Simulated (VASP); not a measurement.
Band structure of PbTe (rock salt). All values below come from vdW-DF2, VASP's PBE PAW potentials (set 64) (plane waves; VASP).

Unless said otherwise, spin-orbit coupling is left out, though it shifts the bands of the heavy elements here.

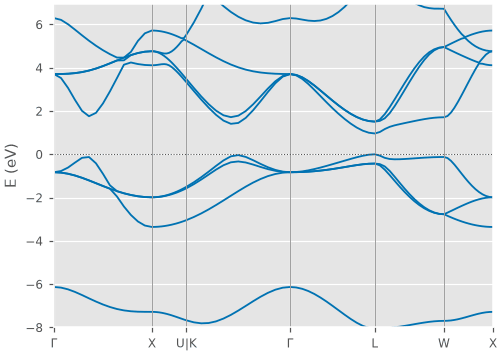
Figure: Bands along high-symmetry lines, zero at the valence-band maximum or, without a gap, the Fermi level

Task: Read the plot: is there a gap, and where are the band edges?

Result: The gap is direct, 0.96 eV, from the valence maximum at L to the conduction minimum at L. (Edges off the drawn lines would not show.)

The compound is PbTe in the rock salt structure. It was relaxed first, which changed the volume by +16 %.
